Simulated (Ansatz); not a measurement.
## Electronic structure of CH$_{2}$AlFO (SMILES O=[CH][AlH][F]) in real space

```
atom    x (Å)    y (Å)    z (Å)
   O  -0.1664   1.9075  -0.2783
   C  -0.1472   0.7740  -0.7364
  Al   0.1362  -0.7090   0.6014
   F   0.2071  -2.2761   0.0662
   H  -0.2841   0.6411  -1.8391
   H   0.2966  -0.4017   2.1402
```

Computed with Ansatz 0.2.0, RKS B3LYP-D4/6-31G*.

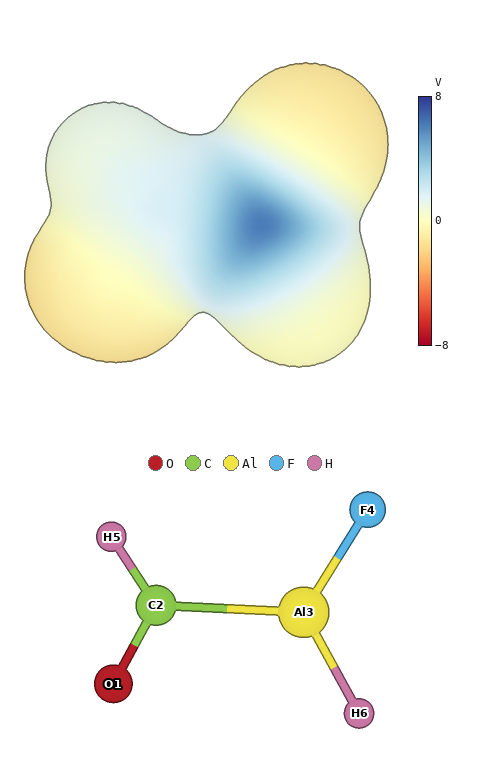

Figure 1. The electrostatic potential painted on the density surface at 0.004 e/bohr³, seen across its widest extent; red is negative and blue positive. The bare structure is drawn below in the same view.

Which sites attract a positive test charge, and which a negative one?

Answer. A positive charge is drawn to the negative regions and a negative charge to the positive ones. The most negative region (about −1.4 V) lies over O1, the most positive (about +6.0 V) over Al3. O1 is the likeliest acceptor of a hydrogen bond.

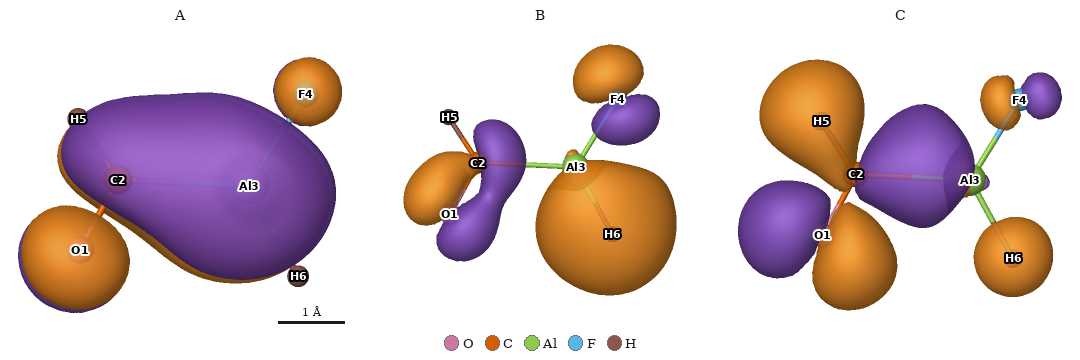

Figure 2. Three frontier orbitals at ±0.08 Å⁻³ᐟ² (orange and purple are the two phases), in no order.

Which picture is the HOMO−1, the HOMO and the LUMO?

Answer. B is the HOMO−1 (−9.51 eV). By Hirshfeld shares it lies mainly on H6 (about 45 %), Al3 (about 30 %), F4 (about 15 %) and O1 (about 10 %); it is symmetric in the molecular plane (an in-plane orbital: σ, lone-pair or in-plane π type). C is the HOMO (−6.50 eV). It lies mainly on O1 (about 50 %), C2 (about 20 %), Al3 (about 15 %) and H5 (about 10 %); it is symmetric in the molecular plane (an in-plane orbital: σ, lone-pair or in-plane π type). A is the LUMO (−2.47 eV). By Hirshfeld shares it lies mainly on Al3 (about 45 %), C2 (about 25 %) and O1 (about 20 %); it changes sign across the molecular plane (π type); π-bonding across C2–Al3; π-antibonding (a node) across O1–C2.

What is the HOMO–LUMO gap?

Answer. 4.03 eV between the orbital energies.

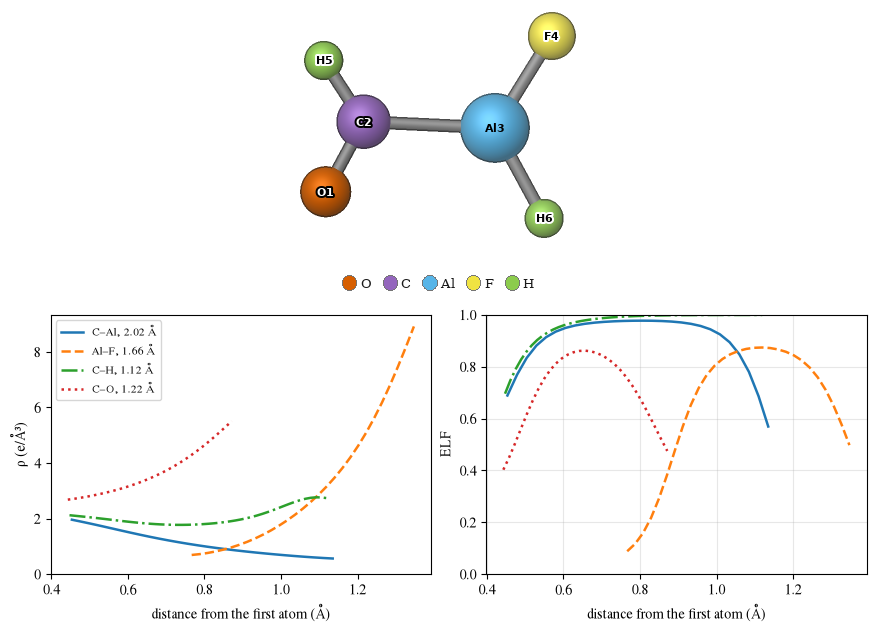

Figure 3. Electron density and electron localisation function along straight lines between neighbouring atoms. The curves leave out the atomic cores. The structure is drawn too.

What can be read from the curves?

Answer. C–Al (2.02 Å): ρ is about 0.68 e/Å³ halfway; the ELF peaks at about 1 between the atoms (a shared but strongly polarised pair).
Al–F (1.66 Å): ρ is about 0.82 e/Å³ halfway; the ELF peaks at about 0.85 in the valence shell of F, 0.5 Å from its nucleus, and is about 0.20 at the midpoint.
C–H (1.12 Å): ρ at the midpoint is about 2 e/Å³; the ELF climbs to about 1 towards the hydrogen, as it does in any bond to H (a covalent bond by its length).
C–O (1.22 Å): ρ at the midpoint is about 3.2 e/Å³; the ELF peaks at about 0.85 between the atoms; a short, multiple covalent bond.

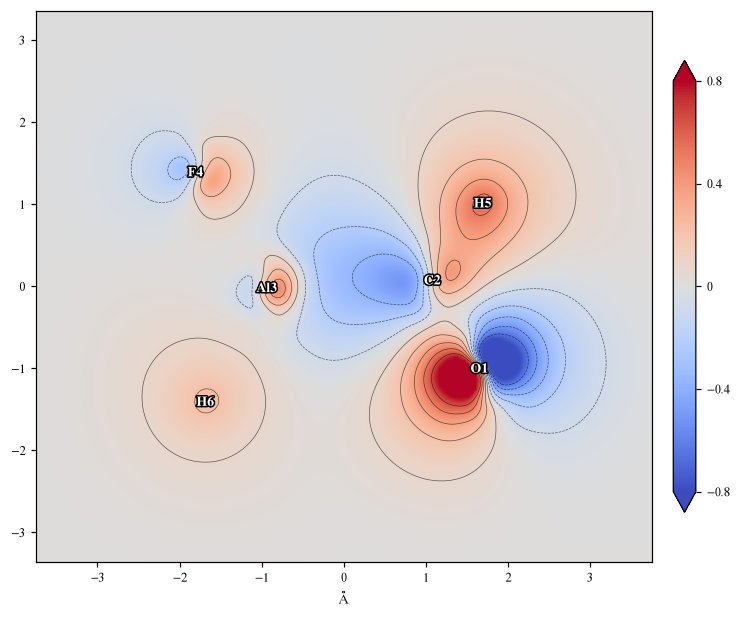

Figure 4. One frontier orbital on the molecular plane (values in Å⁻³ᐟ²; the overall sign is arbitrary).

Which orbital is it: HOMO or LUMO?

Answer. The HOMO, at −6.50 eV. By Hirshfeld shares it lies mainly on O1 (about 50 %), C2 (about 20 %), Al3 (about 15 %) and H5 (about 10 %); it is symmetric in the molecular plane (an in-plane orbital: σ, lone-pair or in-plane π type).
